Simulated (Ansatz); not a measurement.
**SiNH (singlet): wB97M-V, B2PLYP over a scan of the distance Si1–N2, 6-31G**

Aim: run SiNH (singlet) with these functionals over a scan of the distance Si1–N2, and hold them against the top wave-function level at the same points.

The runs use Ansatz 0.2.0, Gaussian basis; 6-31G, all electrons in the functionals, frozen cores in the correlation of double hybrids and RPA.

The runs, in order: wB97M-V, B2PLYP, at 1.258 Å; 1.421 Å; 1.546 Å; 1.666 Å; 1.872 Å; 2.150 Å; 2.454 Å; 2.818 Å; 3.327 Å; 4.137 Å; 5.242 Å.

19 further runs of the same task are left out: 18 that didn't finish, 1 set aside as unsound or not needed.

## Step 1: What is computed

The geometry derives from a PBE0/def2-TZVP stationary point (not a proven minimum). One bond is set to the value named and the two fragments are kept rigid.

3 atoms, charge 0, spin multiplicity 1.

Atoms are counted from 1 here; the program's logs count them from 0.

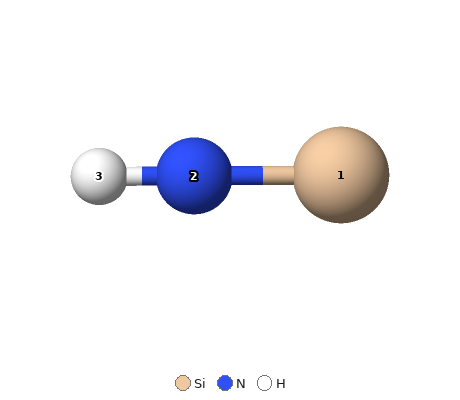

The structure; silicon light orange, nitrogen blue, hydrogen white; atoms are numbered from 1 in the order of the file.

Coordinates:

```
Si    0.0000    0.0000   -1.3636
N     0.0000    0.0000    0.1820
H     0.0000    0.0000    1.1816
```

No dispersion term is added; wB97M-V holds VV10 nonlocal correlation.

The geometry shown and the zero of energy belong to the point 1.546 Å. The yardstick, FCI, and other wave-function levels (R restricted, U unrestricted, valence and pair active spaces) come from earlier runs.

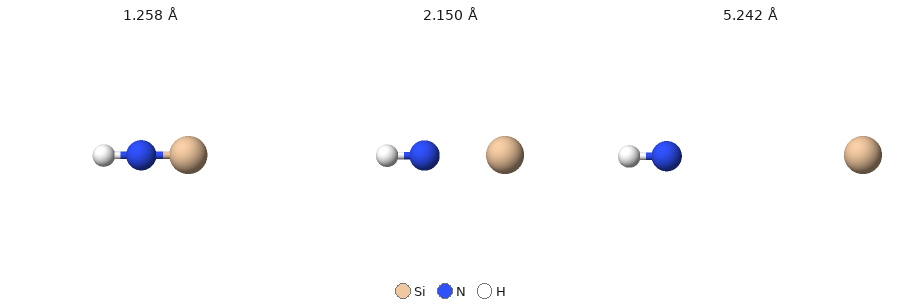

Three points of the scan; sticks are drawn by distance.

## Step 2: wB97M-V, 1.258 Å

in.yaml reads:

```yaml
crystal:
  periodic: [false, false, false]
  atoms:
    - {symbol: Si, position_ang: [0.000000, 0.000000, 1.171872]}
    - {symbol: N, position_ang: [0.000000, 0.000000, -0.086128]}
    - {symbol: H, position_ang: [0.000000, 0.000000, -1.085744]}
basis:
  gaussian: {orbitals: 6-31G}
hamiltonian: {xc: {name: wB97M-V}}
output: {orbitals: {seedname: orbitals}}
```

Started as:

```
ansatz run in.yaml --threads 1 --pin off --events-out ev --progress --plain --max-ram 2393MiB
```

Further steps of the session: wB97M-V, 1.421 Å; wB97M-V, 1.546 Å; wB97M-V, 1.666 Å; wB97M-V, 1.872 Å; wB97M-V, 2.150 Å; wB97M-V, 2.454 Å; wB97M-V, 2.818 Å; wB97M-V, 3.327 Å; wB97M-V, 4.137 Å; wB97M-V, 5.242 Å; B2PLYP, 1.258 Å; B2PLYP, 1.421 Å; B2PLYP, 1.546 Å; B2PLYP, 1.666 Å; B2PLYP, 1.872 Å; B2PLYP, 2.150 Å; B2PLYP, 2.454 Å; B2PLYP, 2.818 Å; B2PLYP, 3.327 Å; B2PLYP, 4.137 Å; B2PLYP, 5.242 Å.

Q: Predict the results of all the runs planned. Wanted: span of the FCI curve; largest miss, wB97M-V; largest miss, B2PLYP.

**Answer**, as computed:

| quantity | value |
| --- | --- |
| span of the FCI curve | 5.497 eV |
| largest miss, wB97M-V | +0.969 eV (2.150 Å) |
| largest miss, B2PLYP | +0.862 eV (2.150 Å) |

**Reading.** Of the functionals, B2PLYP keep the smallest largest miss at the points compared (at most 0.862 eV) and wB97M-V strays most (0.969 eV, at 2.150 Å). wB97M-V, B2PLYP clearly break the spin symmetry at some points (⟨S²⟩ up to 2.01 above the pure value), so energy there is bought with a mixed spin. Functionals and the yardstick converge differently with the basis, so part of each miss in 6-31G is the basis.
